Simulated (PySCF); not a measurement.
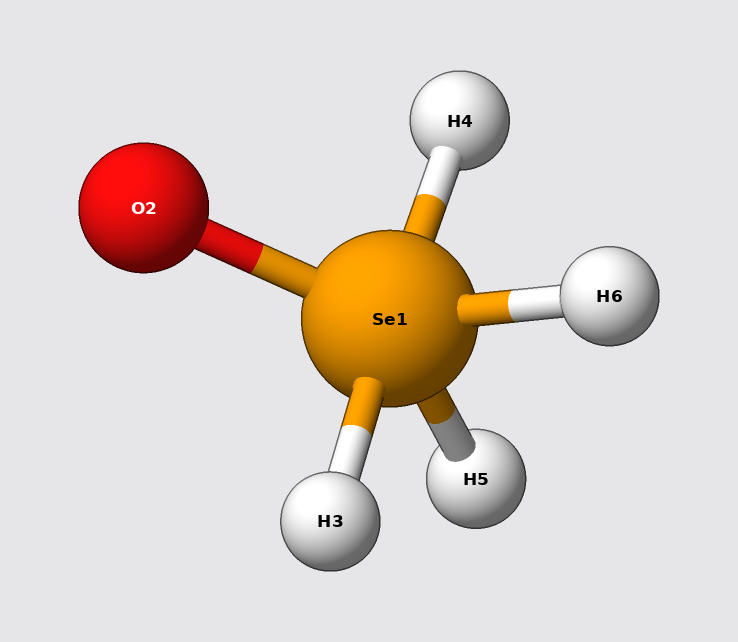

Every bond is drawn as one stick. The geometry was computed by an optimisation with PBE0/def2-TZVP. Method: PBE0/def2-TZVP (PySCF 2.14.0).

List the Mayer bond orders of Se1–O2, Se1–H3, Se1–H5 (one bond of each equivalent set).

```json
{"bond": "Se1–O2", "Mayer order": "1.63", "length (Å)": "1.634"}
{"bond": "Se1–H3", "Mayer order": "0.80", "length (Å)": "1.548"}
{"bond": "Se1–H5", "Mayer order": "0.81", "length (Å)": "1.516"}
```
